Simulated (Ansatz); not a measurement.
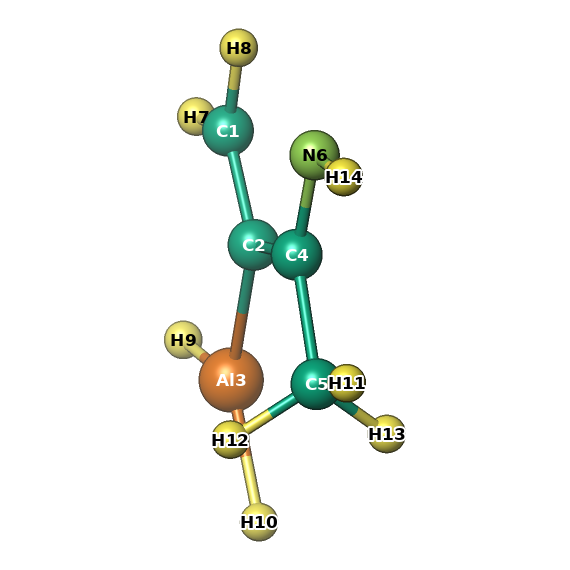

C2 lies behind C4. The molecule seen a little off the C4–C2 bond, C4 in front. Distant atoms are faded towards the background colour. The geometry was computed by an optimisation with PBE-D4/def2-SVP. No frequency run is at hand to confirm it as a minimum.

Question: What is the torsion angle N6–C4–C2–Al3? The sign is positive where the front bond must turn clockwise to cover the back bond.

Answer: 175°, antiperiplanar (anti).
